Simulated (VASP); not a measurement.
Band structure of MoS₂ (space group R3m). Method: modified Becke-Johnson potential (mBJ), VASP's PBE PAW potentials (set 64) (plane waves; VASP).

mBJ is a potential without an energy functional, so only the levels count. Without a dispersion term in the relaxation, distances and binding between the weakly bound layers, chains or molecules are unreliable, and so is what depends on them.

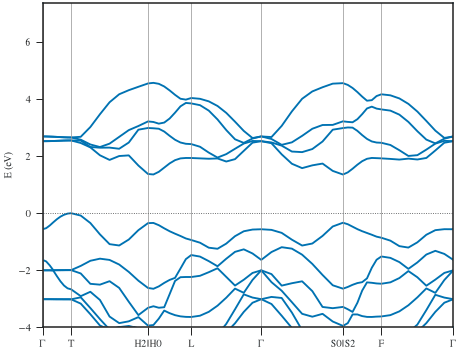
Bands along high-symmetry lines, zero at the valence-band maximum or, without a gap, the Fermi level

Question: Read the plot: is there a gap, and where are the band edges?

Answer: The gap is indirect, 1.35 eV, from the valence maximum at T to the conduction minimum at (-0.33, 0.33, 0.00).

The structure comes from a computed database's MoS2 entry (R3m); how it stands against other phases isn't given here. It was relaxed first. The cell's shape comes from a PBE relaxation.
